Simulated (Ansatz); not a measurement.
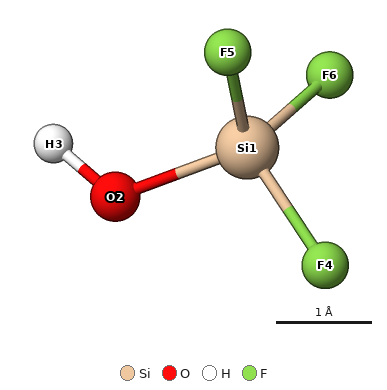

Figure 1. The input geometry (ball-and-stick view, seen at a tilt; atoms are numbered from 1 in the order of the input).

**Molecular dynamics, with input and output: SiHOF3 (part 1 of 2)**

System: SiHOF3.
Method: RHF/def2-SVP (Ansatz 0.2.0).

It belongs to a series of runs on one base structure; here: dynamics from the start. Figures and captions count atoms from 1; the log counts them from 0 in places.

The program's output:
```
Engine: ansatz 0.2.0, x86_64-unknown-linux-gnu
Functional definition: HF
  exchange = exact_x
  correlation = 0
772 factors; integrals over basis functions are off by at most 4.6e-4 eV
mean field evaluation 1: about -18025.5358 eV, gradient 4.5e1 eV
mean field evaluation 2: about -18025.5516 eV, gradient 4.5e1 eV
mean field evaluation 4: about -18028.8312 eV, gradient 2.0e0 eV
mean field evaluation 8: about -18028.8464 eV, gradient 3.4e-5 eV
mean field -18028.84644531 eV, -662.5478864740 hartree, gradient 2.0e-5 eV, S^2 0.000000; 0 other end points of the search recorded, 0 dependent functions left out
the calculation of the forces begins
reference -18028.84644531 eV, -662.5478864740 hartree; 25, 25 occupied and 54, 54 virtual orbitals, 772 factors
md step     0: t =     0.00 fs  T =   700.0 K  F+E_penalty+E_count = -18028.84644531 eV  E_kin = 0.361928 eV  conserved = -18028.48451731 eV  (32 SCF iters)
these checks for a lower state are left out or cut short: starts, cluster_reference, orbital_swaps, neighbouring_geometries, increment
772 factors; integrals over basis functions are off by at most 4.6e-4 eV
mean field evaluation 16: about -18028.8460 eV, gradient 2.8e-3 eV
mean field -18028.84600782 eV, -662.5478703967 hartree, gradient 2.8e-5 eV, S^2 0.000000; 0 other end points of the search recorded, 0 dependent functions left out
the calculation of the forces begins
reference -18028.84600782 eV, -662.5478703967 hartree; 25, 25 occupied and 54, 54 virtual orbitals, 772 factors
md step     1: t =     0.25 fs  T =   699.2 K  F+E_penalty+E_count = -18028.84600782 eV  E_kin = 0.361496 eV  conserved = -18028.48451149 eV  (33 SCF iters)
[... from here on the SCF iterations and repeated set-up lines of each step are left out, up to the last step ...]
md step     2: t =     0.50 fs  T =   696.7 K  F+E_penalty+E_count = -18028.84470807 eV  E_kin = 0.360204 eV  conserved = -18028.48450437 eV  (33 SCF iters)
md step     3: t =     0.75 fs  T =   692.7 K  F+E_penalty+E_count = -18028.84264194 eV  E_kin = 0.358145 eV  conserved = -18028.48449703 eV  (33 SCF iters)
md step     4: t =     1.00 fs  T =   687.4 K  F+E_penalty+E_count = -18028.83991199 eV  E_kin = 0.355421 eV  conserved = -18028.48449054 eV  (33 SCF iters)
md step     5: t =     1.25 fs  T =   681.0 K  F+E_penalty+E_count = -18028.83661110 eV  E_kin = 0.352125 eV  conserved = -18028.48448578 eV  (33 SCF iters)
md step     6: t =     1.50 fs  T =   673.7 K  F+E_penalty+E_count = -18028.83280919 eV  E_kin = 0.348326 eV  conserved = -18028.48448328 eV  (33 SCF iters)
md step     7: t =     1.75 fs  T =   665.4 K  F+E_penalty+E_count = -18028.82854513 eV  E_kin = 0.344062 eV  conserved = -18028.48448310 eV  (33 SCF iters)
md step     8: t =     2.00 fs  T =   656.3 K  F+E_penalty+E_count = -18028.82382570 eV  E_kin = 0.339341 eV  conserved = -18028.48448485 eV  (33 SCF iters)
md step     9: t =     2.25 fs  T =   646.3 K  F+E_penalty+E_count = -18028.81863152 eV  E_kin = 0.334144 eV  conserved = -18028.48448774 eV  (33 SCF iters)
md step    10: t =     2.50 fs  T =   635.2 K  F+E_penalty+E_count = -18028.81292873 eV  E_kin = 0.328438 eV  conserved = -18028.48449079 eV  (33 SCF iters)
md step    11: t =     2.75 fs  T =   623.1 K  F+E_penalty+E_count = -18028.80668383 eV  E_kin = 0.322191 eV  conserved = -18028.48449298 eV  (33 SCF iters)
md step    12: t =     3.00 fs  T =   610.0 K  F+E_penalty+E_count = -18028.79987892 eV  E_kin = 0.315385 eV  conserved = -18028.48449350 eV  (33 SCF iters)
md step    13: t =     3.25 fs  T =   595.8 K  F+E_penalty+E_count = -18028.79252427 eV  E_kin = 0.308032 eV  conserved = -18028.48449183 eV  (33 SCF iters)
md step    14: t =     3.50 fs  T =   580.6 K  F+E_penalty+E_count = -18028.78466607 eV  E_kin = 0.300178 eV  conserved = -18028.48448762 eV  (33 SCF iters)
md step    15: t =     3.75 fs  T =   564.6 K  F+E_penalty+E_count = -18028.77638906 eV  E_kin = 0.291908 eV  conserved = -18028.48448116 eV  (33 SCF iters)
md step    16: t =     4.00 fs  T =   548.0 K  F+E_penalty+E_count = -18028.76781248 eV  E_kin = 0.283339 eV  conserved = -18028.48447299 eV  (33 SCF iters)
md step    17: t =     4.25 fs  T =   531.1 K  F+E_penalty+E_count = -18028.75908150 eV  E_kin = 0.274618 eV  conserved = -18028.48446384 eV  (34 SCF iters)
md step    18: t =     4.50 fs  T =   514.3 K  F+E_penalty+E_count = -18028.75035484 eV  E_kin = 0.265901 eV  conserved = -18028.48445431 eV  (33 SCF iters)
md step    19: t =     4.75 fs  T =   497.7 K  F+E_penalty+E_count = -18028.74179196 eV  E_kin = 0.257346 eV  conserved = -18028.48444571 eV  (33 SCF iters)
md step    20: t =     5.00 fs  T =   481.8 K  F+E_penalty+E_count = -18028.73353791 eV  E_kin = 0.249100 eV  conserved = -18028.48443839 eV  (33 SCF iters)
md step    21: t =     5.25 fs  T =   466.7 K  F+E_penalty+E_count = -18028.72571273 eV  E_kin = 0.241280 eV  conserved = -18028.48443283 eV  (33 SCF iters)
md step    22: t =     5.50 fs  T =   452.5 K  F+E_penalty+E_count = -18028.71840297 eV  E_kin = 0.233973 eV  conserved = -18028.48442987 eV  (33 SCF iters)
md step    23: t =     5.75 fs  T =   439.5 K  F+E_penalty+E_count = -18028.71165555 eV  E_kin = 0.227226 eV  conserved = -18028.48442919 eV  (33 SCF iters)
md step    24: t =     6.00 fs  T =   427.5 K  F+E_penalty+E_count = -18028.70547860 eV  E_kin = 0.221048 eV  conserved = -18028.48443054 eV  (33 SCF iters)
md step    25: t =     6.25 fs  T =   416.6 K  F+E_penalty+E_count = -18028.69984521 eV  E_kin = 0.215412 eV  conserved = -18028.48443345 eV  (33 SCF iters)
md step    26: t =     6.50 fs  T =   406.7 K  F+E_penalty+E_count = -18028.69470137 eV  E_kin = 0.210264 eV  conserved = -18028.48443723 eV  (33 SCF iters)
md step    27: t =     6.75 fs  T =   397.5 K  F+E_penalty+E_count = -18028.68997713 eV  E_kin = 0.205536 eV  conserved = -18028.48444109 eV  (33 SCF iters)
md step    28: t =     7.00 fs  T =   389.1 K  F+E_penalty+E_count = -18028.68559949 eV  E_kin = 0.201155 eV  conserved = -18028.48444423 eV  (33 SCF iters)
md step    29: t =     7.25 fs  T =   381.1 K  F+E_penalty+E_count = -18028.68150561 eV  E_kin = 0.197060 eV  conserved = -18028.48444594 eV  (33 SCF iters)
md step    30: t =     7.50 fs  T =   373.7 K  F+E_penalty+E_count = -18028.67765455 eV  E_kin = 0.193209 eV  conserved = -18028.48444570 eV  (33 SCF iters)
md step    31: t =     7.75 fs  T =   366.7 K  F+E_penalty+E_count = -18028.67403571 eV  E_kin = 0.189592 eV  conserved = -18028.48444332 eV  (33 SCF iters)
md step    32: t =     8.00 fs  T =   360.2 K  F+E_penalty+E_count = -18028.67067253 eV  E_kin = 0.186234 eV  conserved = -18028.48443893 eV  (33 SCF iters)
md step    33: t =     8.25 fs  T =   354.3 K  F+E_penalty+E_count = -18028.66762045 eV  E_kin = 0.183188 eV  conserved = -18028.48443294 eV  (22 SCF iters)
md step    34: t =     8.50 fs  T =   349.2 K  F+E_penalty+E_count = -18028.66495965 eV  E_kin = 0.180533 eV  conserved = -18028.48442643 eV  (22 SCF iters)
md step    35: t =     8.75 fs  T =   345.0 K  F+E_penalty+E_count = -18028.66278177 eV  E_kin = 0.178361 eV  conserved = -18028.48442027 eV  (22 SCF iters)
md step    36: t =     9.00 fs  T =   341.9 K  F+E_penalty+E_count = -18028.66117490 eV  E_kin = 0.176759 eV  conserved = -18028.48441550 eV  (22 SCF iters)
md step    37: t =     9.25 fs  T =   340.0 K  F+E_penalty+E_count = -18028.66020768 eV  E_kin = 0.175795 eV  conserved = -18028.48441298 eV  (22 SCF iters)
md step    38: t =     9.50 fs  T =   339.4 K  F+E_penalty+E_count = -18028.65991602 eV  E_kin = 0.175503 eV  conserved = -18028.48441324 eV  (22 SCF iters)
md step    39: t =     9.75 fs  T =   340.2 K  F+E_penalty+E_count = -18028.66029496 eV  E_kin = 0.175879 eV  conserved = -18028.48441636 eV  (22 SCF iters)
md step    40: t =    10.00 fs  T =   342.1 K  F+E_penalty+E_count = -18028.66129710 eV  E_kin = 0.176875 eV  conserved = -18028.48442200 eV  (22 SCF iters)
md step    41: t =    10.25 fs  T =   345.1 K  F+E_penalty+E_count = -18028.66283805 eV  E_kin = 0.178409 eV  conserved = -18028.48442940 eV  (22 SCF iters)
md step    42: t =    10.50 fs  T =   348.9 K  F+E_penalty+E_count = -18028.66480776 eV  E_kin = 0.180370 eV  conserved = -18028.48443759 eV  (22 SCF iters)
md step    43: t =    10.75 fs  T =   353.2 K  F+E_penalty+E_count = -18028.66708552 eV  E_kin = 0.182640 eV  conserved = -18028.48444553 eV  (31 SCF iters)
md step    44: t =    11.00 fs  T =   358.0 K  F+E_penalty+E_count = -18028.66955594 eV  E_kin = 0.185104 eV  conserved = -18028.48445228 eV  (22 SCF iters)
md step    45: t =    11.25 fs  T =   363.0 K  F+E_penalty+E_count = -18028.67212316 eV  E_kin = 0.187666 eV  conserved = -18028.48445717 eV  (22 SCF iters)
md step    46: t =    11.50 fs  T =   368.0 K  F+E_penalty+E_count = -18028.67472094 eV  E_kin = 0.190261 eV  conserved = -18028.48445988 eV  (22 SCF iters)
md step    47: t =    11.75 fs  T =   373.0 K  F+E_penalty+E_count = -18028.67731754 eV  E_kin = 0.192857 eV  conserved = -18028.48446044 eV  (23 SCF iters)
md step    48: t =    12.00 fs  T =   378.0 K  F+E_penalty+E_count = -18028.67991480 eV  E_kin = 0.195456 eV  conserved = -18028.48445921 eV  (23 SCF iters)
md step    49: t =    12.25 fs  T =   383.1 K  F+E_penalty+E_count = -18028.68254259 eV  E_kin = 0.198085 eV  conserved = -18028.48445712 eV  (23 SCF iters)
md step    50: t =    12.50 fs  T =   388.4 K  F+E_penalty+E_count = -18028.68524767 eV  E_kin = 0.200793 eV  conserved = -18028.48445423 eV  (23 SCF iters)
md step    51: t =    12.75 fs  T =   393.8 K  F+E_penalty+E_count = -18028.68808374 eV  E_kin = 0.203632 eV  conserved = -18028.48445166 eV  (22 SCF iters)
md step    52: t =    13.00 fs  T =   399.7 K  F+E_penalty+E_count = -18028.69109785 eV  E_kin = 0.206648 eV  conserved = -18028.48445017 eV  (22 SCF iters)
md step    53: t =    13.25 fs  T =   405.9 K  F+E_penalty+E_count = -18028.69431935 eV  E_kin = 0.209869 eV  conserved = -18028.48445039 eV  (22 SCF iters)
md step    54: t =    13.50 fs  T =   412.5 K  F+E_penalty+E_count = -18028.69775064 eV  E_kin = 0.213298 eV  conserved = -18028.48445223 eV  (22 SCF iters)
md step    55: t =    13.75 fs  T =   419.5 K  F+E_penalty+E_count = -18028.70136297 eV  E_kin = 0.216907 eV  conserved = -18028.48445602 eV  (22 SCF iters)
md step    56: t =    14.00 fs  T =   426.7 K  F+E_penalty+E_count = -18028.70509430 eV  E_kin = 0.220633 eV  conserved = -18028.48446158 eV  (22 SCF iters)
md step    57: t =    14.25 fs  T =   434.0 K  F+E_penalty+E_count = -18028.70885244 eV  E_kin = 0.224384 eV  conserved = -18028.48446849 eV  (22 SCF iters)
md step    58: t =    14.50 fs  T =   441.1 K  F+E_penalty+E_count = -18028.71252180 eV  E_kin = 0.228046 eV  conserved = -18028.48447608 eV  (22 SCF iters)
md step    59: t =    14.75 fs  T =   447.7 K  F+E_penalty+E_count = -18028.71597364 eV  E_kin = 0.231490 eV  conserved = -18028.48448368 eV  (22 SCF iters)
md step    60: t =    15.00 fs  T =   453.7 K  F+E_penalty+E_count = -18028.71907816 eV  E_kin = 0.234588 eV  conserved = -18028.48449045 eV  (22 SCF iters)
md step    61: t =    15.25 fs  T =   458.8 K  F+E_penalty+E_count = -18028.72171759 eV  E_kin = 0.237222 eV  conserved = -18028.48449562 eV  (22 SCF iters)
md step    62: t =    15.50 fs  T =   462.8 K  F+E_penalty+E_count = -18028.72379834 eV  E_kin = 0.239300 eV  conserved = -18028.48449863 eV  (22 SCF iters)
md step    63: t =    15.75 fs  T =   465.7 K  F+E_penalty+E_count = -18028.72526038 eV  E_kin = 0.240761 eV  conserved = -18028.48449919 eV  (22 SCF iters)
md step    64: t =    16.00 fs  T =   467.2 K  F+E_penalty+E_count = -18028.72608255 eV  E_kin = 0.241585 eV  conserved = -18028.48449744 eV  (22 SCF iters)
md step    65: t =    16.25 fs  T =   467.6 K  F+E_penalty+E_count = -18028.72628189 eV  E_kin = 0.241788 eV  conserved = -18028.48449351 eV  (22 SCF iters)
md step    66: t =    16.50 fs  T =   466.9 K  F+E_penalty+E_count = -18028.72590852 eV  E_kin = 0.241420 eV  conserved = -18028.48448829 eV  (22 SCF iters)
md step    67: t =    16.75 fs  T =   465.2 K  F+E_penalty+E_count = -18028.72503415 eV  E_kin = 0.240551 eV  conserved = -18028.48448270 eV  (22 SCF iters)
md step    68: t =    17.00 fs  T =   462.7 K  F+E_penalty+E_count = -18028.72373777 eV  E_kin = 0.239260 eV  conserved = -18028.48447777 eV  (22 SCF iters)
md step    69: t =    17.25 fs  T =   459.6 K  F+E_penalty+E_count = -18028.72209026 eV  E_kin = 0.237616 eV  conserved = -18028.48447439 eV  (22 SCF iters)
md step    70: t =    17.50 fs  T =   455.8 K  F+E_penalty+E_count = -18028.72014076 eV  E_kin = 0.235668 eV  conserved = -18028.48447316 eV  (22 SCF iters)
md step    71: t =    17.75 fs  T =   451.5 K  F+E_penalty+E_count = -18028.71790764 eV  E_kin = 0.233433 eV  conserved = -18028.48447426 eV  (31 SCF iters)
md step    72: t =    18.00 fs  T =   446.6 K  F+E_penalty+E_count = -18028.71537571 eV  E_kin = 0.230898 eV  conserved = -18028.48447742 eV  (22 SCF iters)
md step    73: t =    18.25 fs  T =   441.0 K  F+E_penalty+E_count = -18028.71250040 eV  E_kin = 0.228018 eV  conserved = -18028.48448196 eV  (22 SCF iters)
md step    74: t =    18.50 fs  T =   434.6 K  F+E_penalty+E_count = -18028.70921814 eV  E_kin = 0.224731 eV  conserved = -18028.48448695 eV  (22 SCF iters)
md step    75: t =    18.75 fs  T =   427.4 K  F+E_penalty+E_count = -18028.70546074 eV  E_kin = 0.220969 eV  conserved = -18028.48449135 eV  (22 SCF iters)
md step    76: t =    19.00 fs  T =   419.1 K  F+E_penalty+E_count = -18028.70117129 eV  E_kin = 0.216677 eV  conserved = -18028.48449420 eV  (22 SCF iters)
md step    77: t =    19.25 fs  T =   409.7 K  F+E_penalty+E_count = -18028.69631867 eV  E_kin = 0.211824 eV  conserved = -18028.48449496 eV  (22 SCF iters)
md step    78: t =    19.50 fs  T =   399.2 K  F+E_penalty+E_count = -18028.69090733 eV  E_kin = 0.206414 eV  conserved = -18028.48449299 eV  (22 SCF iters)
md step    79: t =    19.75 fs  T =   387.8 K  F+E_penalty+E_count = -18028.68498323 eV  E_kin = 0.200495 eV  conserved = -18028.48448847 eV  (22 SCF iters)
md step    80: t =    20.00 fs  T =   375.5 K  F+E_penalty+E_count = -18028.67863224 eV  E_kin = 0.194150 eV  conserved = -18028.48448177 eV  (23 SCF iters)
md step    81: t =    20.25 fs  T =   362.6 K  F+E_penalty+E_count = -18028.67197379 eV  E_kin = 0.187500 eV  conserved = -18028.48447356 eV  (23 SCF iters)
md step    82: t =    20.50 fs  T =   349.5 K  F+E_penalty+E_count = -18028.66515013 eV  E_kin = 0.180685 eV  conserved = -18028.48446465 eV  (23 SCF iters)
md step    83: t =    20.75 fs  T =   336.3 K  F+E_penalty+E_count = -18028.65831300 eV  E_kin = 0.173857 eV  conserved = -18028.48445590 eV  (23 SCF iters)
md step    84: t =    21.00 fs  T =   323.3 K  F+E_penalty+E_count = -18028.65160961 eV  E_kin = 0.167161 eV  conserved = -18028.48444811 eV  (22 SCF iters)
md step    85: t =    21.25 fs  T =   310.9 K  F+E_penalty+E_count = -18028.64516957 eV  E_kin = 0.160728 eV  conserved = -18028.48444194 eV  (22 SCF iters)
md step    86: t =    21.50 fs  T =   299.1 K  F+E_penalty+E_count = -18028.63909437 eV  E_kin = 0.154657 eV  conserved = -18028.48443780 eV  (22 SCF iters)
md step    87: t =    21.75 fs  T =   288.2 K  F+E_penalty+E_count = -18028.63345040 eV  E_kin = 0.149015 eV  conserved = -18028.48443581 eV  (22 SCF iters)
md step    88: t =    22.00 fs  T =   278.2 K  F+E_penalty+E_count = -18028.62826658 eV  E_kin = 0.143831 eV  conserved = -18028.48443596 eV  (22 SCF iters)
md step    89: t =    22.25 fs  T =   269.0 K  F+E_penalty+E_count = -18028.62353591 eV  E_kin = 0.139098 eV  conserved = -18028.48443781 eV  (22 SCF iters)
md step    90: t =    22.50 fs  T =   260.7 K  F+E_penalty+E_count = -18028.61922203 eV  E_kin = 0.134781 eV  conserved = -18028.48444076 eV  (22 SCF iters)
md step    91: t =    22.75 fs  T =   253.0 K  F+E_penalty+E_count = -18028.61526903 eV  E_kin = 0.130825 eV  conserved = -18028.48444403 eV  (23 SCF iters)
md step    92: t =    23.00 fs  T =   246.0 K  F+E_penalty+E_count = -18028.61161403 eV  E_kin = 0.127167 eV  conserved = -18028.48444681 eV  (23 SCF iters)
md step    93: t =    23.25 fs  T =   239.3 K  F+E_penalty+E_count = -18028.60820061 eV  E_kin = 0.123752 eV  conserved = -18028.48444830 eV  (23 SCF iters)
md step    94: t =    23.50 fs  T =   233.1 K  F+E_penalty+E_count = -18028.60499157 eV  E_kin = 0.120544 eV  conserved = -18028.48444791 eV  (23 SCF iters)
md step    95: t =    23.75 fs  T =   227.3 K  F+E_penalty+E_count = -18028.60197894 eV  E_kin = 0.117534 eV  conserved = -18028.48444531 eV  (23 SCF iters)
md step    96: t =    24.00 fs  T =   221.9 K  F+E_penalty+E_count = -18028.59918944 eV  E_kin = 0.114749 eV  conserved = -18028.48444055 eV  (22 SCF iters)
md step    97: t =    24.25 fs  T =   217.1 K  F+E_penalty+E_count = -18028.59668420 eV  E_kin = 0.112250 eV  conserved = -18028.48443406 eV  (22 SCF iters)
md step    98: t =    24.50 fs  T =   213.0 K  F+E_penalty+E_count = -18028.59455224 eV  E_kin = 0.110126 eV  conserved = -18028.48442665 eV  (33 SCF iters)
md step    99: t =    24.75 fs  T =   209.8 K  F+E_penalty+E_count = -18028.59289827 eV  E_kin = 0.108479 eV  conserved = -18028.48441937 eV  (33 SCF iters)
md step   100: t =    25.00 fs  T =   207.7 K  F+E_penalty+E_count = -18028.59182666 eV  E_kin = 0.107413 eV  conserved = -18028.48441335 eV  (33 SCF iters)
md step   101: t =    25.25 fs  T =   207.0 K  F+E_penalty+E_count = -18028.59142421 eV  E_kin = 0.107015 eV  conserved = -18028.48440958 eV  (33 SCF iters)
md step   102: t =    25.50 fs  T =   207.6 K  F+E_penalty+E_count = -18028.59174488 eV  E_kin = 0.107336 eV  conserved = -18028.48440874 eV  (33 SCF iters)
md step   103: t =    25.75 fs  T =   209.6 K  F+E_penalty+E_count = -18028.59279943 eV  E_kin = 0.108388 eV  conserved = -18028.48441103 eV  (33 SCF iters)
md step   104: t =    26.00 fs  T =   213.0 K  F+E_penalty+E_count = -18028.59455207 eV  E_kin = 0.110136 eV  conserved = -18028.48441618 eV  (33 SCF iters)
md step   105: t =    26.25 fs  T =   217.6 K  F+E_penalty+E_count = -18028.59692478 eV  E_kin = 0.112501 eV  conserved = -18028.48442346 eV  (33 SCF iters)
md step   106: t =    26.50 fs  T =   223.1 K  F+E_penalty+E_count = -18028.59980854 eV  E_kin = 0.115377 eV  conserved = -18028.48443182 eV  (34 SCF iters)
md step   107: t =    26.75 fs  T =   229.5 K  F+E_penalty+E_count = -18028.60307916 eV  E_kin = 0.118639 eV  conserved = -18028.48444012 eV  (34 SCF iters)
md step   108: t =    27.00 fs  T =   236.3 K  F+E_penalty+E_count = -18028.60661469 eV  E_kin = 0.122167 eV  conserved = -18028.48444733 eV  (34 SCF iters)
md step   109: t =    27.25 fs  T =   243.4 K  F+E_penalty+E_count = -18028.61031141 eV  E_kin = 0.125859 eV  conserved = -18028.48445266 eV  (34 SCF iters)
md step   110: t =    27.50 fs  T =   250.7 K  F+E_penalty+E_count = -18028.61409553 eV  E_kin = 0.129640 eV  conserved = -18028.48445572 eV  (34 SCF iters)
md step   111: t =    27.75 fs  T =   258.1 K  F+E_penalty+E_count = -18028.61792918 eV  E_kin = 0.133473 eV  conserved = -18028.48445651 eV  (34 SCF iters)
md step   112: t =    28.00 fs  T =   265.7 K  F+E_penalty+E_count = -18028.62180997 eV  E_kin = 0.137355 eV  conserved = -18028.48445540 eV  (34 SCF iters)
md step   113: t =    28.25 fs  T =   273.3 K  F+E_penalty+E_count = -18028.62576486 eV  E_kin = 0.141312 eV  conserved = -18028.48445302 eV  (34 SCF iters)
md step   114: t =    28.50 fs  T =   281.2 K  F+E_penalty+E_count = -18028.62983962 eV  E_kin = 0.145389 eV  conserved = -18028.48445021 eV  (34 SCF iters)
md step   115: t =    28.75 fs  T =   289.4 K  F+E_penalty+E_count = -18028.63408578 eV  E_kin = 0.149638 eV  conserved = -18028.48444779 eV  (34 SCF iters)
md step   116: t =    29.00 fs  T =   298.0 K  F+E_penalty+E_count = -18028.63854701 eV  E_kin = 0.154100 eV  conserved = -18028.48444657 eV  (34 SCF iters)
md step   117: t =    29.25 fs  T =   307.1 K  F+E_penalty+E_count = -18028.64324682 eV  E_kin = 0.158800 eV  conserved = -18028.48444703 eV  (34 SCF iters)
md step   118: t =    29.50 fs  T =   316.7 K  F+E_penalty+E_count = -18028.64817939 eV  E_kin = 0.163730 eV  conserved = -18028.48444955 eV  (34 SCF iters)
md step   119: t =    29.75 fs  T =   326.6 K  F+E_penalty+E_count = -18028.65330414 eV  E_kin = 0.168850 eV  conserved = -18028.48445416 eV  (33 SCF iters)
md step   120: t =    30.00 fs  T =   336.7 K  F+E_penalty+E_count = -18028.65854513 eV  E_kin = 0.174085 eV  conserved = -18028.48446062 eV  (33 SCF iters)
md step   121: t =    30.25 fs  T =   346.8 K  F+E_penalty+E_count = -18028.66379512 eV  E_kin = 0.179327 eV  conserved = -18028.48446824 eV  (33 SCF iters)
md step   122: t =    30.50 fs  T =   356.7 K  F+E_penalty+E_count = -18028.66892484 eV  E_kin = 0.184448 eV  conserved = -18028.48447656 eV  (33 SCF iters)
md step   123: t =    30.75 fs  T =   366.1 K  F+E_penalty+E_count = -18028.67379437 eV  E_kin = 0.189310 eV  conserved = -18028.48448452 eV  (33 SCF iters)
md step   124: t =    31.00 fs  T =   374.8 K  F+E_penalty+E_count = -18028.67826822 eV  E_kin = 0.193777 eV  conserved = -18028.48449124 eV  (33 SCF iters)
md step   125: t =    31.25 fs  T =   382.4 K  F+E_penalty+E_count = -18028.68223004 eV  E_kin = 0.197734 eV  conserved = -18028.48449588 eV  (33 SCF iters)
md step   126: t =    31.50 fs  T =   388.9 K  F+E_penalty+E_count = -18028.68559591 eV  E_kin = 0.201098 eV  conserved = -18028.48449785 eV  (33 SCF iters)
md step   127: t =    31.75 fs  T =   394.2 K  F+E_penalty+E_count = -18028.68832391 eV  E_kin = 0.203827 eV  conserved = -18028.48449691 eV  (33 SCF iters)
md step   128: t =    32.00 fs  T =   398.3 K  F+E_penalty+E_count = -18028.69041813 eV  E_kin = 0.205925 eV  conserved = -18028.48449323 eV  (33 SCF iters)
```
